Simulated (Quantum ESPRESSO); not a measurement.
# V (Im-3m): from the cell to the phonon bands, part 3 of 3

How does V (Im-3m) vibrate, and is this structure a minimum?

Quantum ESPRESSO 7.5; DFT LDA, scalar-relativistic, plane waves, PseudoDojo norm-conserving pseudopotentials.

So far. Step 7 (Phonons on a q mesh): The acoustic modes at Γ come out as far as 2.8 cm⁻¹ from zero, where they should vanish, a small numerical error. The relaxed cell has a = 2.927 Å (conventional setting).

## 9. Interpolated phonon bands (continued)

Matdyn.x, sum rule crystal. The phonon branches at the labelled points (cm⁻¹):

```tsv
point	branch 1	branch 2	branch 3
Γ	0	0	0
H	271	271	271
N	184	206	227
Γ	0	0	0
P	208	208	208
H	271	271	271
jump to P	208	208	208
N	184	206	227
```

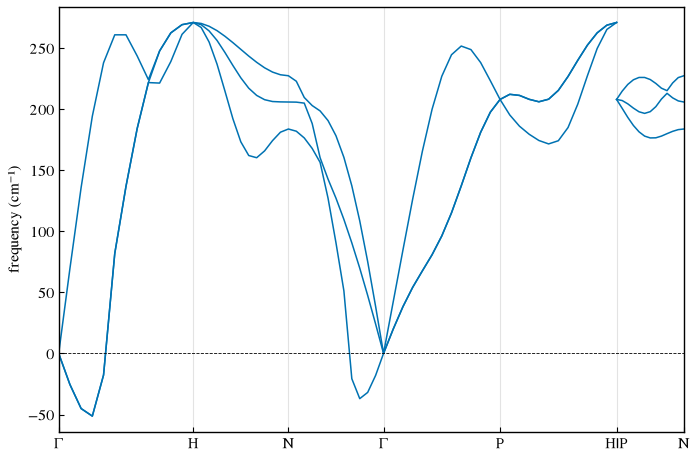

Phonon branches along the path.

Lowest modes at the softest wavevector of the mesh; phase exp(i q.(R + tau)). Modes at q = (0.000, 0.250, 0.000):

```tsv
mode	frequency (cm⁻¹)
1	90.6
2	127.1
3	178.2
```

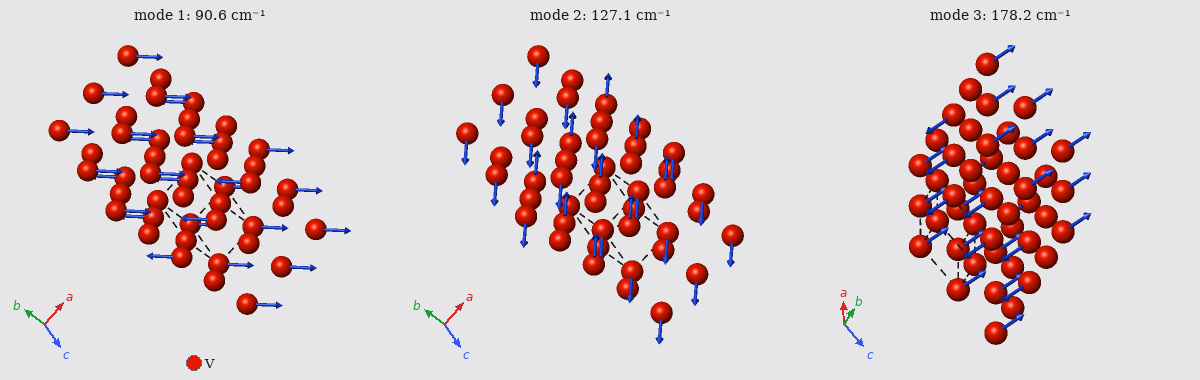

Displacement patterns of modes 1, 2 and 3 at q = (0.000, 0.250, 0.000); arrows are exaggerated. 2×4×2 cells are drawn. The axes are those of the cell as run, not the conventional ones. Some periodic images of atoms are drawn too.

Force constants by pair (phonopy on the run's constants); pairs near half the supercell's span include their periodic images. Pair force constants, by row:

```tsv
atom	neighbour	distance (Å)	third of the trace (eV/Å²)	along the pair's line (eV/Å²)
V1	itself	0	6.678	–
V1	V	2.535	-0.7223	-1.467
V1	V	2.927	-0.1446	-0.6298
V1	V	4.139	0.0129	-0.4368
V1	V	4.853	-0.0456	-0.3264
V1	V	5.069	0.0929	0.6253
V1	V	5.853	0.2175	0.8103
V1	V	6.544	-0.0198	-0.0054
```

Mode patterns, pair constants, displacements and means over the zone were worked out by phonopy from the force constants of q2r.x.

The path dips to 51i cm⁻¹ between the solved wavevectors, whose modes are all real, so the dip may come from the interpolation.

## 10. Sums over the zone

Sums over the zone need many more wavevectors than were solved, so the interpolation is sampled on a dense mesh.

Input file matdyn.in:

```
&input
   asr = 'crystal'
   flfrc = 'x.fc'
   dos = .true.
   fldos = 'x.dos'
   nk1 = 22
   nk2 = 22
   nk3 = 22
   deltaE = 0.3
   la2F = .true.
/
```

Command:

```console
$ matdyn.x -in matdyn.in > matdyn.out
```

Numbers of over 12 decimals in the logs are rounded to 6 here.

The log of the run:

```text
[banner, memory and clock lines left out]
Program MATDYN v.7.5

 mass for atomic type   1 not given; uses mass from file x.fc
 Norm of the difference between old and new effective charges:    0.000000

 Norm of the difference between old and new force-constants:   6.7485e-06

     Message from routine matdyn:
     Z* not found in file x.fc, TO-LO splitting at q=0 will be absent!
 Norm of the difference between old and new effective charges:    0.000000

 Norm of the difference between old and new force-constants:   1.71906e-06

 Norm of the difference between old and new effective charges:    0.000000

 Norm of the difference between old and new force-constants:   4.80644e-06

 Norm of the difference between old and new effective charges:    0.000000

 Norm of the difference between old and new force-constants:   7.9631e-06

 Norm of the difference between old and new effective charges:    0.000000

 Norm of the difference between old and new force-constants:   1.23733e-05

 Norm of the difference between old and new effective charges:    0.000000

 Norm of the difference between old and new force-constants:   2.10358e-05

 Norm of the difference between old and new effective charges:    0.000000

 Norm of the difference between old and new force-constants:   3.84039e-05

 Norm of the difference between old and new effective charges:    0.000000

 Norm of the difference between old and new force-constants:   6.80285e-05

 Norm of the difference between old and new effective charges:    0.000000

 Norm of the difference between old and new force-constants:   0.0001128

 Norm of the difference between old and new effective charges:    0.000000

 Norm of the difference between old and new force-constants:   0.000175615

 Norm of the difference between old and new effective charges:    0.000000

 Norm of the difference between old and new force-constants:   0.000259693

Note: The following floating-point exceptions are signalling: IEEE_UNDERFLOW_FLAG
```

The job ended after 63 s (1 thread of Arm Neoverse V2, shared host).

Read from the output:

```
share of modes beyond 3i cm⁻¹ on the dense interpolated mesh : 0.0162
```

The phonon density of states has structure finer than the step of the table below, so its rows give means over 20 cm⁻¹, whole bins alone (the curve runs from -48.8 to 270 cm⁻¹). Peaks (cm⁻¹: height): 171.7: 0.0313, 207.4: 0.0219, 234.7: 0.0361.

Tetrahedra. Phonon density of states against wavenumber; means over each step:

```tsv
wavenumber (cm⁻¹)	phonon density of states (1/cm⁻¹/cell)
-20	0.00117
0	9.1e-4
20	0.00117
40	0.00171
60	0.00275
80	0.00400
100	0.00532
120	0.00721
140	0.0102
160	0.0197
180	0.0214
200	0.0172
220	0.0248
240	0.0264
260	0.00498
```

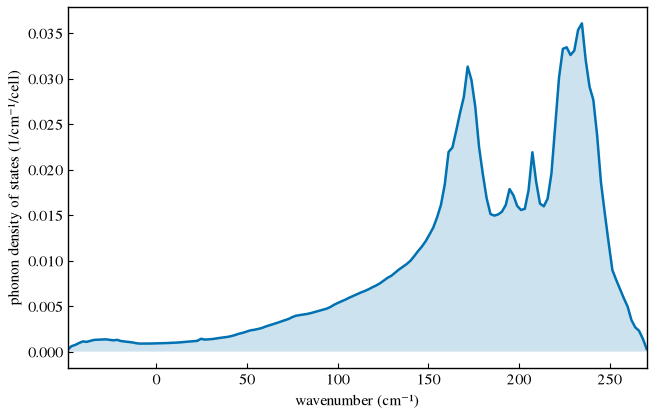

Phonon density of states against wavenumber.

## 11. Outcome

```json
{
 "space group after relaxation": "Im-3m",
 "volume per atom": "12.5 Å³",
 "q mesh": "4×4×4",
 "lowest mode on the q mesh (acoustic ones at the zone centre apart)": "90.6 cm⁻¹",
 "imaginary modes on the q mesh": "none"
}
```

V (Im-3m) is dynamically stable on the 4×4×4 mesh; its spectrum reaches 271 cm⁻¹. The imaginary part of the path lies between the solved wavevectors, so it may come from the interpolation. These are harmonic frequencies at zero temperature: anharmonic shifts and linewidths and thermal expansion are left out. In a metal the frequencies hang on the k mesh and the smearing, most of all near Kohn anomalies. The runs are without spin polarisation, although the cell has an odd electron count or an open d or f shell, so a magnetic state was not tested. No coupling constant is taken from ph.x, since the sums are unsound here: the spectrum is unstable, unfinished or interpolated from too coarse a mesh.

[Host names and launcher messages were left out of these logs when they were recorded.]

[Logs are printed without paths, hosts, clocks, repeated set-up lines and the standing remarks that a program may print on its own settings, such as how far it seeks lower states.]

[Hosts, paths, dates, database ids (printed as entryN), source tags and the programs' standing remarks are cut or masked in the printed files.]
